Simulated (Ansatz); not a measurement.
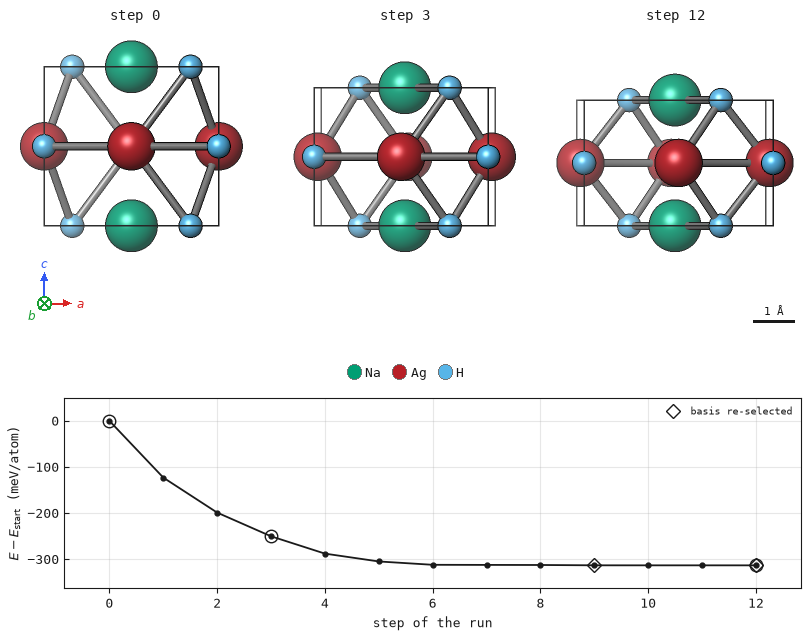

Frames of a relaxation of a crystal of NaAg2H3 (built on the CeAl2Cu3-65 type type), marked on the history of the run. A ball-and-stick model of the cell of the calculation, seen along the b axis.

Method: DFT, PBEsol, plane waves, PAW in Ansatz 0.2.0. Set-up: plane-wave cutoff 420 eV; k-point mesh 6 × 6 × 6; occupations fermi dirac; smearing width 0.03 eV; no spin polarisation; cell and atoms relaxed; force threshold 0.01 eV/Å; at most 120 steps.

> Describe the path.

The largest moves relative to the cell, 1.00 Å, are those of H atoms. Na and Ag stay in place. The volume changes by −7.4 %, with a = b 4.888 → 5.392 Å (+10.3 %), c 3.922 → 3.101 Å (−20.9 %), γ 118.2° → 122.1°. Some distances before and after: Na–Na 3.922 → 3.101 Å, H–Na 2.844 → 2.200 Å, Ag–H 2.445 → 2.033 Å, Ag–H 2.444 → 2.696 Å. New bonds form: H–Na (2.84 → 2.20 Å). The space group stays Cmmm (No. 65). After 10 accepted moves (12 points after the start) the energy has fallen by 313 meV per atom. The largest force component goes from 0.84 to 0.0015 eV/Å. Pressure: −4.35 GPa at the start and 0.00 GPa at the end. At 2 points the geometry stayed and the basis and grid were re-selected for the new cell (energy shift of 0.7 meV per atom at most each time). From step 0 to 3: H atoms move most (0.56 Å), volume −13.9 %, energy −250 meV per atom. From step 3 to 12: H atoms move most (0.34 Å), volume +7.5 %, energy −63.0 meV per atom.

```
step  E − E(0), meV/atom  largest force component, eV/Å  pressure, GPa  volume, Å³/atom                      note
   0                0.00                         0.8392          -4.35           13.759                          
   1             -123.01                         0.8476          -3.25           12.765                          
   2             -198.90                         0.6680          -0.99           12.095                          
   3             -250.27                         0.3484           0.59           11.850                          
   4             -287.80                         0.0706           1.60           11.869                          
   5             -304.81                         0.0232           1.54           12.083                          
   6             -312.04                         0.0041           0.75           12.479                          
   7             -312.27                         0.0014          -0.38           12.737                          
   8             -312.45                         0.0013          -0.02           12.677                          
   9             -313.15                         0.0013           0.10           12.677  same geometry, new basis
  10             -313.21                         0.0021           0.10           12.710                          
  11             -313.21                         0.0014          -0.01           12.734                          
  12             -313.23                         0.0015           0.00           12.734  same geometry, new basis
```
